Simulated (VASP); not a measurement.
Band structure of Rb2PdSe2 (space group Immm). Level of theory: r2SCAN meta-GGA, VASP's PBE PAW potentials (set 64) (plane waves; VASP).

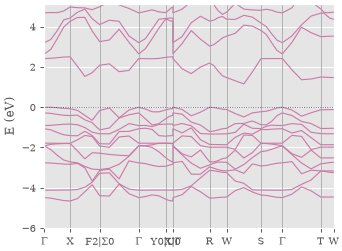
*Bands along high-symmetry lines, zero at the valence-band maximum or, without a gap, the Fermi level*

**Question.** Read the plot: is there a gap, and where are the band edges?

**Answer.** The gap is indirect, 1.13 eV, from the valence maximum at Γ to the conduction minimum at (0.43, -0.43, 0.14).

The structure comes from a computed database's Rb2PdSe2 entry (Immm); how it stands against other phases isn't given here. It was relaxed first.
